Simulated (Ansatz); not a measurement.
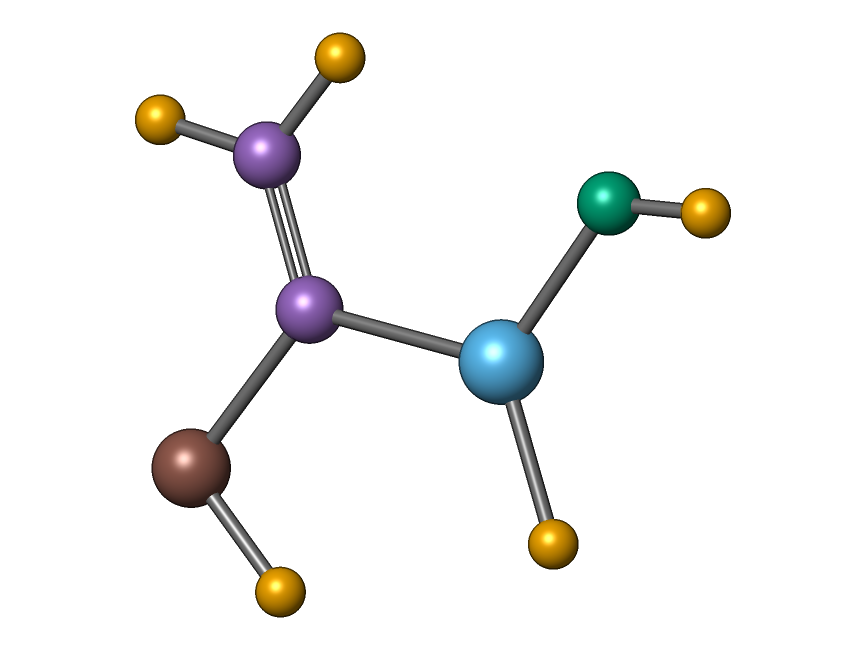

A ball-and-stick model of a molecule. Colours: carbon purple, sulfur brown, aluminium blue, oxygen teal, hydrogen orange.

The computed structure is the end point of a PBE0-D4/def2-TZVP optimisation.

**Count the atoms of each element.**

C2H5AlOS, 10 atoms: 2 carbon, 5 hydrogen, 1 aluminium, 1 oxygen and 1 sulfur.

**Which point group does it belong to?**

Cs.

**How many atoms are distinct by symmetry?**

10: 1 C, 1 C, 1 S, 1 Al, 1 O, 1 H, 1 H, 1 H, 1 H, 1 H.

**How many bonds of each kind are drawn?**

2 C–H, 1 C–C, 1 C–S, 1 C–Al, 1 Al–O, 1 S–H, 1 Al–H, 1 O–H.

**What is its SMILES?**

C=[C](S)[AlH][OH]

More results for the same structure follow; atom numbers are the same in all pictures, views and colours differ.

**Shape**

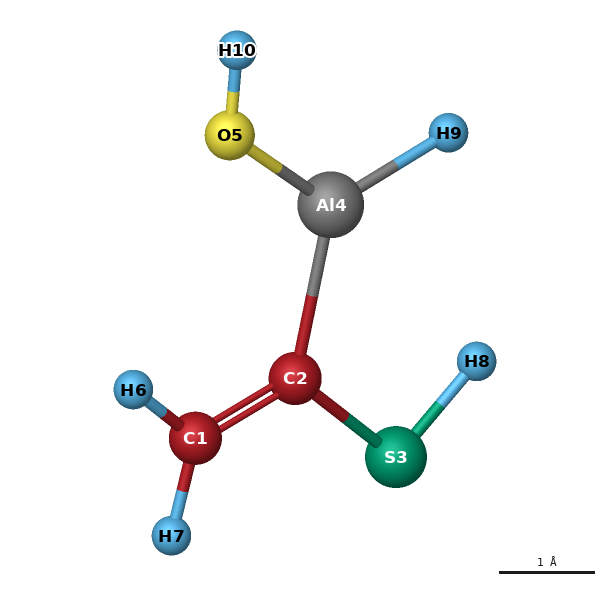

The atoms are numbered.

**How are the neighbours of atom 3 arranged?**

S3 has 2 neighbours (C2 at 1.76, H8 at 1.34 Å); the arrangement is bent.

**How are the neighbours of atom 1 arranged?**

C1 has 3 neighbours (C2 at 1.34, H6 at 1.09, H7 at 1.09 Å); the arrangement is trigonal planar.

**How are the neighbours of atom 5 arranged?**

O5 has 2 neighbours (Al4 at 1.69, H10 at 0.95 Å); the arrangement is bent.

**What is the geometry at Al4?**

Al4 has 3 neighbours (C2 at 1.94, O5 at 1.69, H9 at 1.58 Å); the arrangement is trigonal planar.

**What is the dihedral angle S3–C2–Al4–O5?**

180° in size, that is anti.

**Levels of theory compared**

Program: Ansatz 0.2.0.

At this fixed geometry, give HOMO–LUMO gap (eV) at these levels: CAM-B3LYP-D4/def2-TZVPP; PBE0-D4/def2-SVP; PBE0-D4/def2-TZVPP; r2SCAN0-D4/def2-TZVPP; ωB97M-V/def2-QZVPP; ωB97M-V/def2-TZVPP.

```csv
level,HOMO–LUMO gap (eV)
CAM-B3LYP-D4/def2-TZVPP,7.42
PBE0-D4/def2-SVP,5.21
PBE0-D4/def2-TZVPP,5.20
r2SCAN0-D4/def2-TZVPP,5.44
ωB97M-V/def2-QZVPP,8.92
ωB97M-V/def2-TZVPP,9.05
```

**Dipole moment**

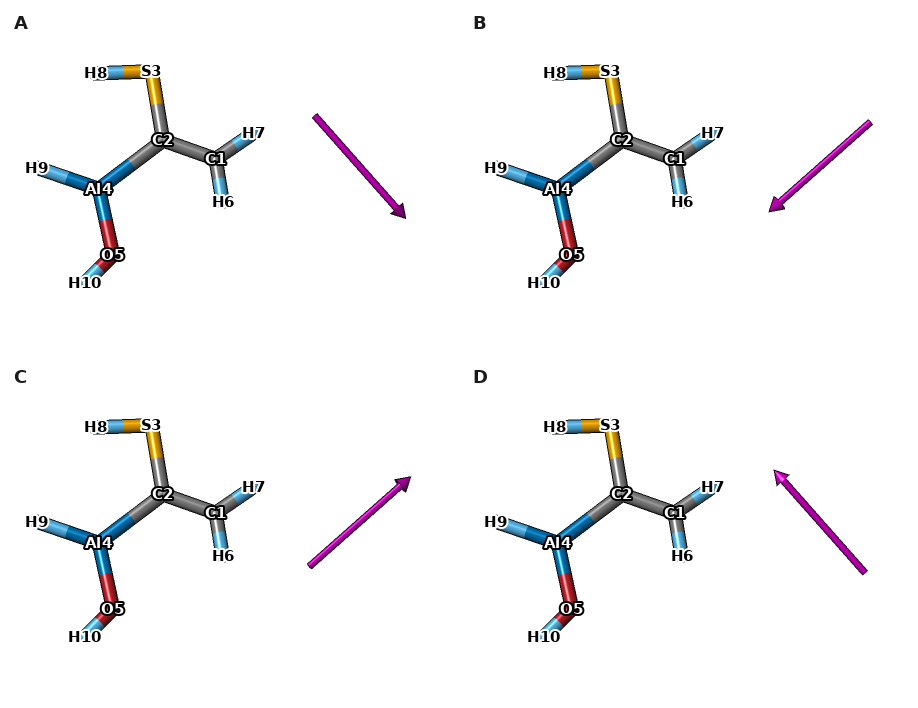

The same molecule four times, each with an arrow. Method: RKS ωB97M-V/def2-TZVPP (Ansatz 0.2.0).

**Which arrow points along the dipole moment, from the negative to the positive end?**

B. The dipole moment is 1.92 D; it points from the side of H7 to the side of H10 (the outermost atoms at the two ends).

**Vibrations**

Harmonic vibrations computed with RKS PBE0-D4/def2-TZVP (Ansatz 0.2.0) at a stationary point of the same level.

**List the wavenumbers.**

24 modes: 67, 102, 187, 221, 277, 310, 358, 519, 523, 575, 684, 710, 799, 881, 941, 974, 1149, 1434, 1631, 1928, 2692, 3123, 3216, 3971 cm⁻¹.
